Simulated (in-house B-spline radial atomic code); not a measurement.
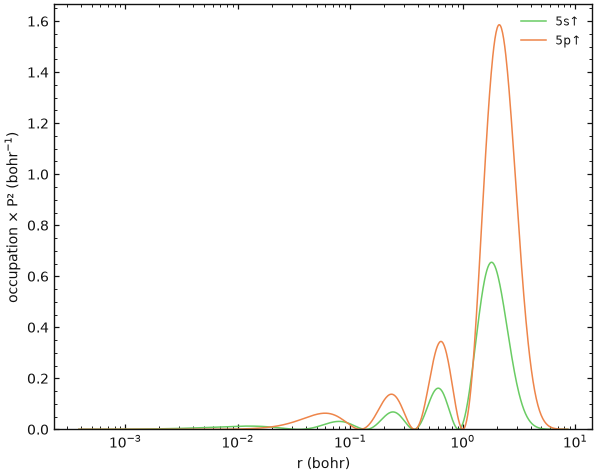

System: Te⁺ (Z = 52, 51 electrons), configuration [Kr] 4d10 5s2 5p3 (high spin). Computed with an in-house B-spline radial code: scalar-relativistic (spin-free one-electron X2C) r2SCAN0, spin-polarised, spherical fractional occupations, Fermi nucleus, basis-set limit. Radial functions and radii carry no picture-change correction.

The plot shows the radial probability densities P² of 5p up and 5s up, each times its occupation.

### What does the plot show?

5s up: outer maximum at 1.80 bohr, ⟨r⟩ = 2.06 bohr, 4 nodes, eigenvalue −26.9 eV; 5p up: outer maximum at 2.11 bohr, ⟨r⟩ = 2.45 bohr, 3 nodes, eigenvalue −16.1 eV.
